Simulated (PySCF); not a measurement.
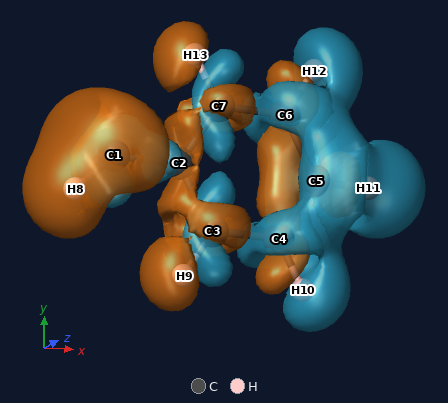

*C₇H₆, triplet, SMILES `[CH]c1ccccc1`. Change of the electron density in a uniform field of 0.26 V/Å, surfaces at ±0.0015 e/Å³ (light blue: gain, orange: loss).*

Level of theory: r2SCAN/def2-SVP (PySCF), at a geometry from GFN2-xTB. No frequency check shows the geometry to be a minimum. A basis without diffuse functions makes polarisabilities too small. The stability of the open-shell solution wasn't checked. GFN2-xTB doesn't know the spin state, so this open-shell geometry is rough.

> Along which Cartesian direction does the field point?

Along −x: electrons gather on the +x side, against the field.

> What dipole is induced, and what polarisability does it imply?

The induced dipole is 1.31 D (along the field); α along this axis, from the fields in both directions, is 103 bohr³ (15.3 Å³).

> Which atoms gain and lose the most charge?

Electrons gather most on C5 (Hirshfeld charge changes by −0.015 e) and leave C1 most (+0.025 e); 0.089 electrons are displaced in all.

The PySCF run took 2.6 min on 1 thread of AMD EPYC 7R43 64-Core Processor (Zen 3), with other jobs on the host, peak memory 0.65 GiB.
